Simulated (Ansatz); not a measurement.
```
Ni Mo Pd Ir W
1.0
     4.09576    0.00000    0.00000
    -2.04788    3.54703    0.00000
     0.00000    0.00000    5.35738
Ni Mo Pd Ir W
1 1 1 1 1
Direct
  0.00000 0.00000 0.02046
  0.66667 0.33333 0.46179
  0.33333 0.66667 0.74607
  0.33333 0.66667 0.25683
  0.66667 0.33333 0.99929
```

Space group P3m1; a generated structure, not necessarily the stable one; the program warned that a starting moment wasn't kept; spin-polarised, but the moments vanished.

These are results of Kohn-Sham DFT of a periodic cell, PBEsol, Ansatz PAW (Ansatz 0.2.0), not measurements.

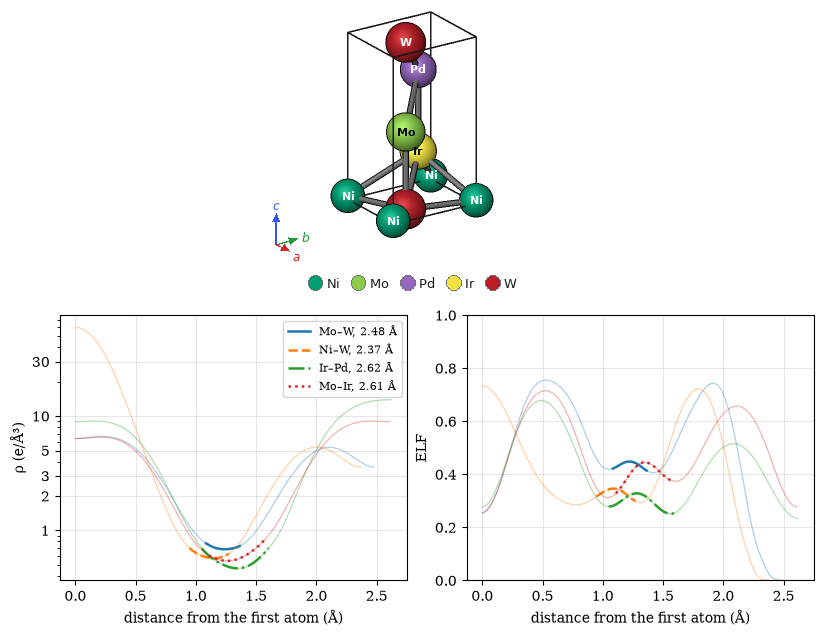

NiMoIrPdW. Valence electron density and electron localisation function along straight lines between neighbouring atoms. Thin, pale parts lie inside the atomic spheres. The structure is drawn too.

The density is the valence pseudo-density of a PAW calculation; it isn't the true density close to the nuclei.

Question: Compare the contacts.

Answer: Mo–W (2.48 Å): ρ at the midpoint is about 0.68 e/Å³; the ELF is about 0.45 at the midpoint.
Ni–W (2.37 Å): ρ at the midpoint is about 0.57 e/Å³; the ELF is about 0.35 at the midpoint.
Ir–Pd (2.62 Å): the density is about 0.47 e/Å³ at the midpoint; the ELF is about 0.35 at the midpoint.
Mo–Ir (2.61 Å): the density is about 0.55 e/Å³ at the midpoint; the ELF is about 0.45 at the midpoint.
